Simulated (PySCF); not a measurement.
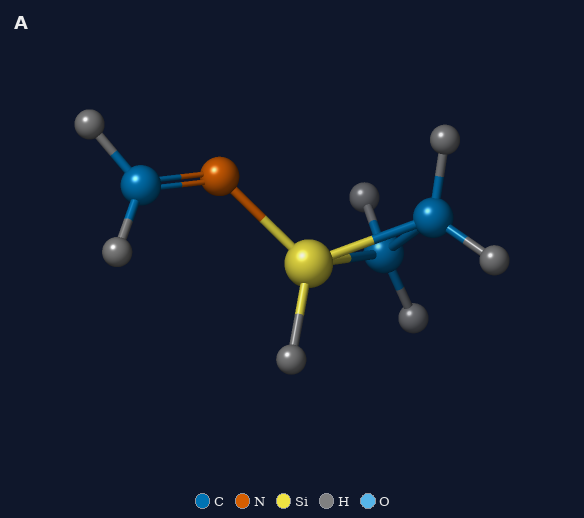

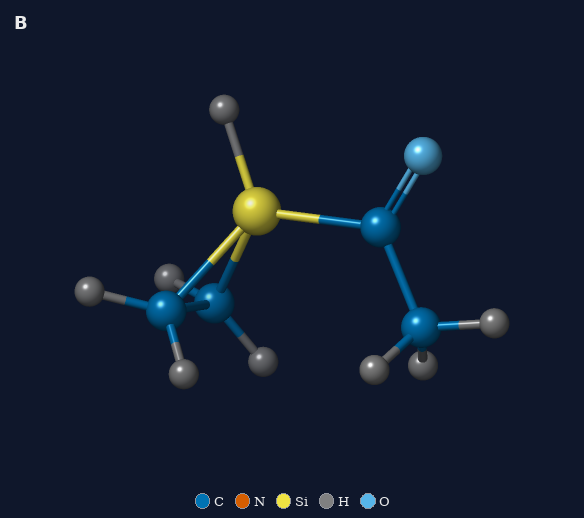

Two related species, optimised with PBE0-D3(BJ)/def2-SVP; properties computed with PySCF 2.14.0. Both: charge 0, singlet.

Question. What are A and B?

Answer. A is C3H7NSi (C=N[SiH]1CC1), B is C4H8OSi (CC(=O)[SiH]1CC1).

Compare them. With PBE0/6-31G*: dipole moment (D), HOMO–LUMO gap (eV), HOMO energy (Kohn–Sham orbital) (eV), shielding of Si (ppm), Hirshfeld charge of Si (e), IAO charge of Si (e). With PBE0-D3(BJ)/def2-SVP: mean Si–C length (Å), mean Si–H length (Å).

```tsv
quantity	A	B
dipole moment (D)	1.15	2.78
HOMO–LUMO gap (eV)	5.85	5.69
HOMO energy (Kohn–Sham orbital) (eV)	−6.49	−6.64
shielding of Si (ppm)	486.2	530.6
Hirshfeld charge of Si (e)	0.30	0.25
IAO charge of Si (e)	0.89	0.68
mean Si–C length (Å)	1.852	1.886
mean Si–H length (Å)	1.490	1.482
```

Each is one conformer, and no frequency run is at hand to confirm it as a minimum.
